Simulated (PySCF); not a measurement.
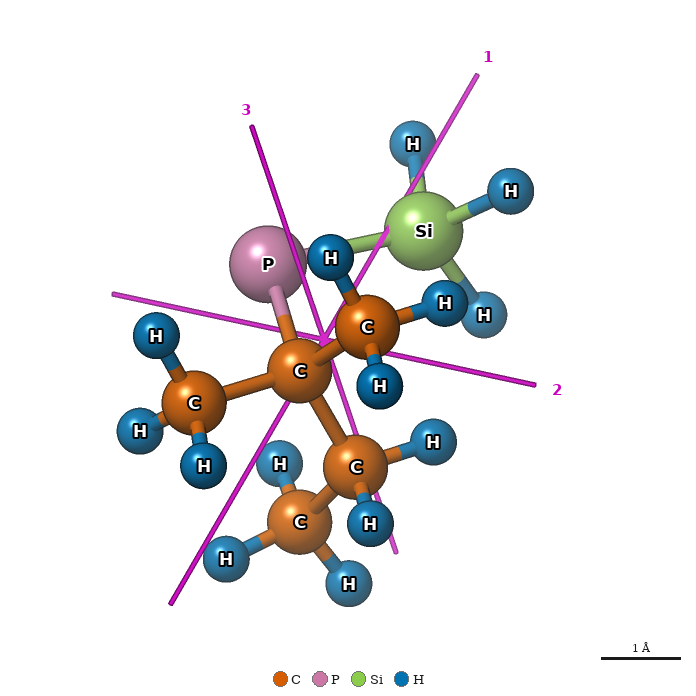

The three principal axes of inertia are drawn and numbered. Distant atoms are faded towards the background colour. Charge −1, singlet. The geometry was computed by an optimisation with PBE0-D3(BJ)/def2-SVP. No frequency run is at hand to confirm it as a minimum. Masses are those of the most abundant isotopes; constants are for the rigid equilibrium geometry.

**Which line is the a axis (least moment of inertia), which b and which c?**

a is line 1, b is line 3, c is line 2; the moments are 235, 404, 458 u Å².

**What kind of rotor is it, and what are its rotational constants in GHz?**

An asymmetric top (C1): A = 2.15, B = 1.25, C = 1.10 GHz. Ray's parameter κ is −0.72, nearer the prolate limit.
